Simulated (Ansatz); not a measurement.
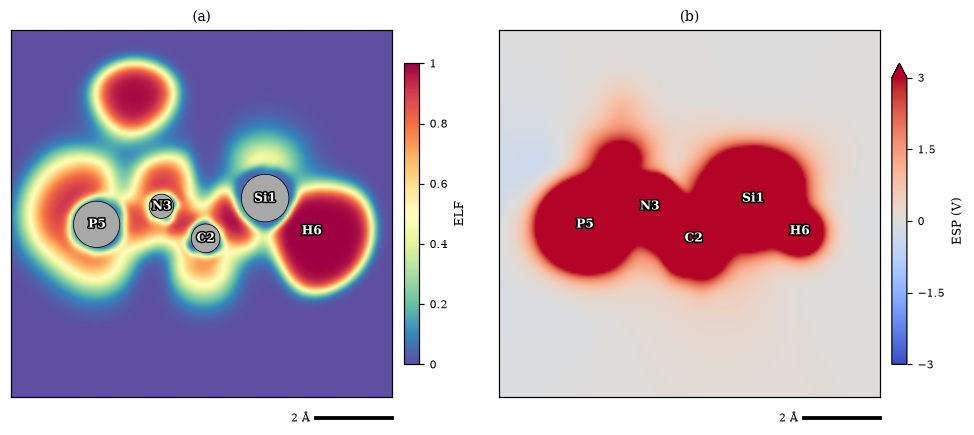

Figure 1: CH₈NPSi₂. (a) ELF; (b) molecular electrostatic potential on the plane of atoms C2, Si1 and H6. Grey discs cover the atomic cores in the ELF map.

Geometry: PBE0-D4/def2-TZVP.

All numbers below come from RKS PBE0-D4/def2-TZVPP in Ansatz 0.2.0.

| atom | x (Å) | y (Å) | z (Å) |
| --- | --- | --- | --- |
| Si | -1.8023 | 0.8618 | 0.0347 |
| C | 0.0419 | 0.9763 | 0.4125 |
| N | 0.6067 | -0.3464 | 0.5054 |
| Si | 0.8808 | -1.7141 | -0.4767 |
| P | 2.2518 | -0.7949 | 0.9691 |
| H | -2.3650 | 2.2170 | -0.2094 |
| H | -1.9928 | 0.0303 | -1.1865 |
| H | -2.5237 | 0.2199 | 1.1633 |
| H | 0.5391 | 1.5910 | -0.3536 |
| H | 0.1734 | 1.5044 | 1.3651 |
| H | 1.1279 | -1.5127 | -1.9264 |
| H | 0.0811 | -2.9301 | -0.2065 |
| H | 3.0018 | -0.1373 | -0.0763 |

**Interpret the plot.**

The section cuts through Si, C, N, P and H sites. C–N (1.44 Å): the ELF peaks at about 0.90 between the atoms, as expected for a shared electron pair. P–N (1.77 Å): the ELF peaks at about 0.85 between the atoms (a shared but strongly polarised pair). C–Si (1.89 Å): the ELF peaks at about 1 between the atoms: a shared electron pair. The ELF also peaks beside P5, away from the bonds: lone-pair regions. Outside the dense part of the molecule the potential is most negative (−0.3 V) near P5.
